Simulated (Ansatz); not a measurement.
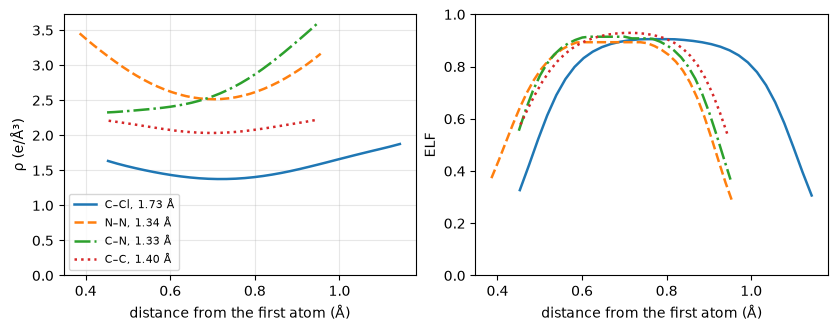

Figure. C3H3ClN2S. Electron density and electron localisation function along straight lines between neighbouring atoms. The curves leave out the atomic cores.

Geometry: PBE-D3(BJ)/def2-SVP.

Level of theory: Ansatz 0.2.0, isolated molecule in a Gaussian basis; Kohn-Sham density functional theory, functional PBE0.

| atom | x (Å) | y (Å) | z (Å) |
| --- | --- | --- | --- |
| C | -0.6757 | 1.6454 | -0.5645 |
| C | -1.4683 | 1.3840 | 0.5563 |
| C | 0.5995 | 1.1169 | -0.1944 |
| Cl | 2.0150 | 1.1402 | -1.1802 |
| N | -0.6536 | 0.7557 | 1.4581 |
| N | 0.6049 | 0.5814 | 1.0282 |
| S | -1.1447 | 2.4359 | -2.0657 |
| H | 0.1006 | 2.3167 | -2.6103 |
| H | -2.5223 | 1.5970 | 0.7630 |
| H | -0.9070 | 0.4224 | 2.3882 |

Q: Compare the contacts.

A: C–Cl (1.73 Å): ρ is about 1.5 e/Å³ halfway; the ELF peaks at about 0.90 between the atoms; a covalent bond.
N–N (1.34 Å): ρ at the midpoint is about 2.5 e/Å³; the ELF peaks at about 0.90 between the atoms; localised, covalent bonding.
C–N (1.33 Å): the density is about 2.5 e/Å³ at the midpoint; the ELF peaks at about 0.90 between the atoms, as expected for a covalent bond.
C–C (1.40 Å): ρ is about 2 e/Å³ halfway; the ELF peaks at about 0.95 between the atoms; localised, covalent bonding.
